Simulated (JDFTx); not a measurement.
| Property | Result |
|---|---|
| surface | Mo(100) |
| bulk | Mo, Im-3m, lattice of mp-129 (not re-optimised) |
| slab | 6 atoms in 6 planes, 1x1, 7.5 Å between the outermost planes |
| in-plane cell | 3.168 × 3.168 Å, 10.03 Å² |
| cell height | 23.9 Å |
| sampling | 8×8×1 k mesh, Fermi smearing 0.01 Ha, no spin polarisation |

Computed with a modified build of JDFTx: PBE, GBRV ultrasoft potentials, plane waves to 20/100 Ha. Liquid on both sides: linear PCM (GLSSA13), water, 0.5 M NaCl; nuclei fixed, outer atoms relaxed in vacuum. U vs SHE = −μ/e − 4.44 V throughout (conventional absolute potential of the hydrogen electrode). Ideal, unreconstructed faces without any overlayer. Convergence in thickness and k mesh wasn't tested for this slab.

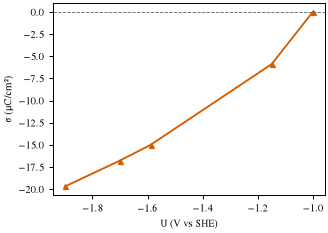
Figure. Surface charge density of Mo(100) against potential

Question: Read off the potential of zero charge and the mean capacitance σ/(U − U_pzc) at the computed point just below it.

Answer: U_pzc ≈ -1.00 V. At -1.15 V it is about 40 μF/cm².
